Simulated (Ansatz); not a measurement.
# Two runs on C3H10Si2

System: C3H10Si2.
Method of run 1: RKS SPW92/def2-TZVPP (Ansatz 0.2.0).

The geometry comes from this level: PBE0-D4/def2-TZVP. Text and figures count atoms from 1; the logs count them from 0 in places.

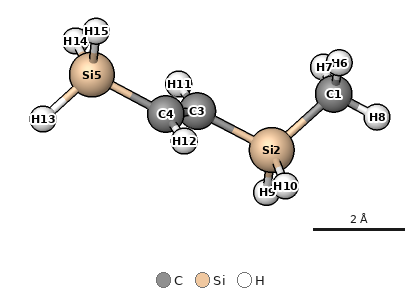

Figure 1. The structure (ball-and-stick view, seen at a tilt; atoms are numbered from 1 in the order of the input).

**The input, run 1**
```yaml
crystal:
  periodic: [false, false, false]
  atoms:
    - {symbol: C, position_ang: [-2.613141, -0.839059, -0.448489]}
    - {symbol: Si, position_ang: [-0.943393, -0.602138, -1.258730]}
    - {symbol: C, position_ang: [0.397195, -0.337557, 0.012853]}
    - {symbol: C, position_ang: [1.131339, 0.777426, 0.100097]}
    - {symbol: Si, position_ang: [2.457997, 1.043852, 1.380357]}
    - {symbol: H, position_ang: [-2.886665, 0.039792, 0.139560]}
    - {symbol: H, position_ang: [-2.602067, -1.704451, 0.218623]}
    - {symbol: H, position_ang: [-3.388846, -1.003430, -1.200159]}
    - {symbol: H, position_ang: [-0.620200, -1.807385, -2.074935]}
    - {symbol: H, position_ang: [-0.955305, 0.588563, -2.153672]}
    - {symbol: H, position_ang: [0.589217, -1.134790, 0.734061]}
    - {symbol: H, position_ang: [0.943234, 1.575396, -0.620347]}
    - {symbol: H, position_ang: [3.777153, 1.283836, 0.733837]}
    - {symbol: H, position_ang: [2.543029, -0.163159, 2.244374]}
    - {symbol: H, position_ang: [2.148655, 2.232504, 2.221669]}
basis:
  gaussian: {orbitals: def2-TZVPP}
hamiltonian: {xc: lda}
output: {orbitals: {seedname: orbitals}}
```

Hardware: 4 CPU threads, shared host.

**Output (run 1)**
```
Functional definition: SPW92
  exchange = slater_x
  correlation = pw_c
1706 factors; their error is unknown
mean field evaluation 1: about -18917.6680 eV, gradient 8.7e1 eV
mean field evaluation 2: about -18880.8990 eV, gradient 1.4e2 eV
mean field evaluation 4: about -18935.0634 eV, gradient 1.6e1 eV
mean field evaluation 8: about -18935.7434 eV, gradient 1.1e-1 eV
mean field evaluation 16: about -18935.6951 eV, gradient 3.9e-4 eV
mean field -18935.69514591 eV, -695.8739615371 hartree, gradient 7.1e-5 eV, S^2 0.000000; 0 other end points of the search recorded, 0 dependent functions left out
reference -18935.69519728 eV, -695.8739634247 hartree; 28, 28 occupied and 289, 289 virtual orbitals, 1706 factors
Total energy: -18935.69519728 eV, -695.8739634247 hartree
```

For run 2 the input was changed thus:
```diff
-hamiltonian: {xc: lda}
+hamiltonian: {xc: {name: wB97X-V}}
```

What does this change do to the results?

The total energies belong to different methods, so their difference says nothing on which is more stable or more accurate. The HOMO goes from −6.95 to −10.21 eV. The LUMO goes from −2.06 to 1.30 eV.

**Output (run 2)**
```
Functional definition: wB97X-V
  parameter omega = 0.3/bohr
  parameter cx = 0.167
  parameter cx1 = 0.603
  parameter cx2 = 1.194
  parameter css0 = 0.556
  parameter css1 = -0.257
  parameter cos0 = 1.219
  parameter cos1 = -1.850
  parameter b = 6.0
  parameter c = 0.01
  exchange = spin_sum(e_x_unif_sr(omega)*poly(b97_u_x, 1 - cx, cx1, cx2)) + cx*exact_x_sr(omega) + exact_x_lr(omega)
  correlation = spin_sum(e_c_pw_same_spin*poly(b97_u_same, css0, css1))
      + integral(e_c_pw_opposite_spin*poly(b97_u_opposite, cos0, cos1)) + vv10(b, c)
1712 factors; their error is unknown
431 factors; integrals over basis functions are off by at most 1.2e-5 eV
mean field evaluation 1: about -19022.3404 eV, gradient 4.6e1 eV
mean field evaluation 2: about -19024.7740 eV, gradient 3.2e1 eV
mean field evaluation 4: about -19027.2720 eV, gradient 9.2e-1 eV
mean field evaluation 8: about -19027.2924 eV, gradient 4.3e-1 eV
mean field evaluation 16: about -19027.2927 eV, gradient 3.0e-5 eV
mean field -19027.29267418 eV, -699.2401086139 hartree, gradient 3.0e-5 eV, S^2 0.000000; 0 other end points of the search recorded, 0 dependent functions left out
reference -19027.29267141 eV, -699.2401085120 hartree; 28, 28 occupied and 289, 289 virtual orbitals, 1712 factors
Total energy: -19027.29267141 eV, -699.2401085120 hartree
```

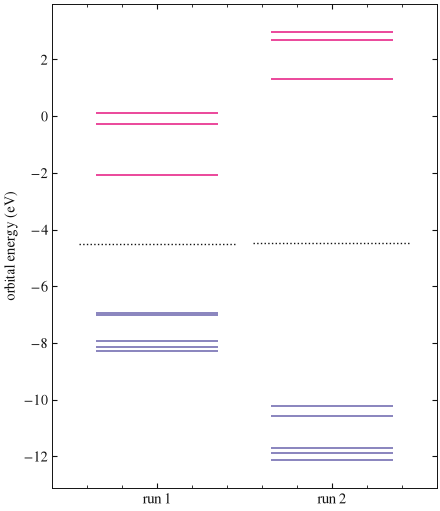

Figure 2. The five highest filled and three lowest empty orbital energies of the two runs; the dotted lines part filled from empty levels. The HOMO–LUMO gap is 4.89 eV in run 1 and 11.51 eV in run 2.

**The two runs side by side**

| quantity | run 1 | run 2 |
| --- | --- | --- |
| outcome | converged | converged |
| total energy (hartree) | −695.873963 | −699.240109 |
| HOMO (eV) | −6.95 | −10.21 |
| LUMO (eV) | −2.06 | 1.30 |
| basis functions | 317 | 317 |
| wall time (shared host) | 2 s | 9 s |
